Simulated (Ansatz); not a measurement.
# Te: pressure series

The reference is Te (space group P3_121, No. 152; a = 4.5209 Å, c = 5.9543 Å; made of chains).

Cell and atoms are relaxed at each pressure.

Level of theory: Ansatz (a program for electronic structure), PBE, PAW, cutoff 420 eV, no spin-orbit coupling.

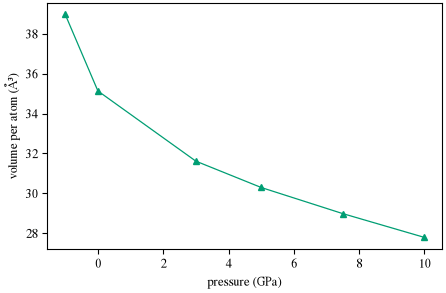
*Volume per atom against pressure*

Q: From the plot, what is the volume per atom for pressure 5 GPa?

A: About 30.3 Å³.

Q: Is the trend monotonic over the range shown?

A: Yes, it falls throughout, spanning 27.79 Å³ to 38.97 Å³.

The mesh was chosen for an insulator and is coarse for the gapless case. Load acts through the strain it causes; cell and atoms are relaxed under it. Whether these cells are dynamically stable was not tested. No other phases were tried under pressure. No dispersion term is included, though the crystal is made of layers, chains or molecules, so its spacings can come out too wide.
